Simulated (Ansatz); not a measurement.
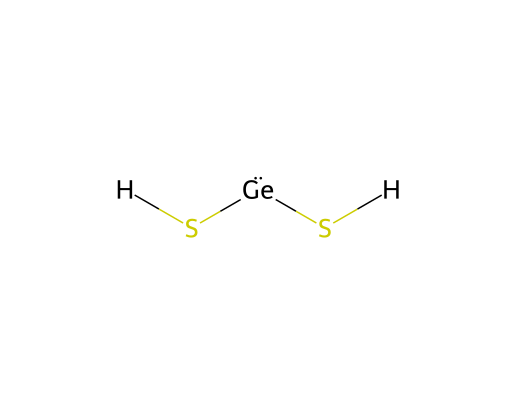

The picture comes from a calculation with Ansatz.

2D structure.

> Write the SMILES.

[SH][Ge][SH]

> Give the formula, hydrogens included.

GeH2S2.

> An optimisation with PBE0-D4/def2-TZVP gave a structure of which point group?

C2v.
